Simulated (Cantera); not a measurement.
A closed system holds: 1 mol Si, 1.4 mol O2, 110 mol N2, equilibrated at 0.520 bar.

Equilibrium computed with Cantera from the NASA thermochemical tables; the gas is ideal and each condensed phase is pure. Candidate condensed phases: Si, SiO2, Si2N2O, Si3N4; 16 gas species. The tables hold silica as quartz up to 1696 K and as liquid above; real silica turns to tridymite and cristobalite and melts near 1996 K. Kinetics and transport are ignored.

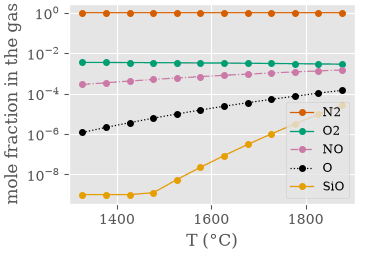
Figure. Equilibrium gas composition (values under 1e-9 drawn at 1e-9)

From 1327 °C to 1377 °C the condensed part is SiO2(β-quartz). From 1427 °C to 1677 °C the condensed part is SiO2(condensed). From 1727 °C to 1877 °C the condensed part is SiO2(l).
